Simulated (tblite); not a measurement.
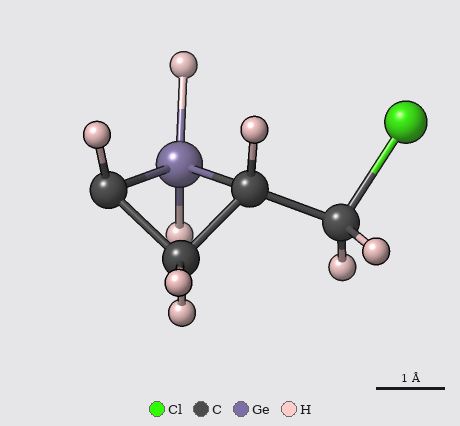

This is the input geometry for a relaxation of C4H8ClGe (multiplicity 2). A ball-and-stick model, seen from a free direction.

The calculation used GFN2-xTB geometry optimisation, gas phase (tblite).

```xyz
14

Cl    1.7666    1.4920    1.6635
C     1.4545    0.7459    0.0465
C     0.3522   -0.2408    0.2843
C    -0.1225   -1.0123   -0.9071
C    -1.4589   -1.1863   -0.1906
Ge   -1.3606    0.7016    0.2358
H     1.2412    1.5259   -0.6859
H     2.4135    0.1890   -0.1581
H     0.5026   -0.8104    1.2219
H    -0.2581   -0.3267   -1.7647
H     0.4077   -1.9609   -1.1473
H    -1.4916   -1.8868    0.6439
H    -1.5977    1.6773   -0.8996
H    -1.8495    1.0918    1.6352
```

Q: What does the optimiser find from here?

A: H12 moves most after the best rigid fit: 1.95 Å. Largest moves by element: H 1.95 Å, Cl 0.96 Å, C 0.51 Å, Ge 0.44 Å. Near-neighbour distances that change, for instance: Cl1–Ge6 3.527 → 3.408 Å, C3–Ge6 1.956 → 2.011 Å, C3–C4 1.497 → 1.547 Å, C2–H8 1.128 → 1.091 Å. Bond angles that change, for instance: Ge6–C5–H12 117.3° → 141.0°, C3–C4–C5 87.9° → 100.8°, H13–Ge6–H14 118.0° → 106.9°. Over 78 geometry steps the energy falls by 26.2 kcal/mol.

The structure at the end:

```xyz
14

Cl    1.6514    2.1688    0.9956
C     1.5122    0.7882   -0.1189
C     0.4868   -0.1687    0.4360
C    -0.0513   -1.1935   -0.5896
C    -1.5054   -0.8622   -0.5802
Ge   -1.3570    0.6028    0.6612
H     1.1937    1.1966   -1.0788
H     2.5061    0.3475   -0.2154
H     0.8942   -0.6630    1.3189
H     0.4027   -1.0666   -1.5798
H     0.1483   -2.2307   -0.2988
H    -2.2454   -1.4433   -1.1039
H    -1.5828    1.9985    0.1285
H    -2.0540    0.5249    2.0028
```

The end point in the same view:

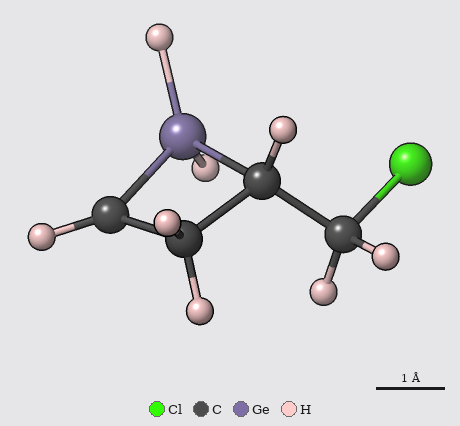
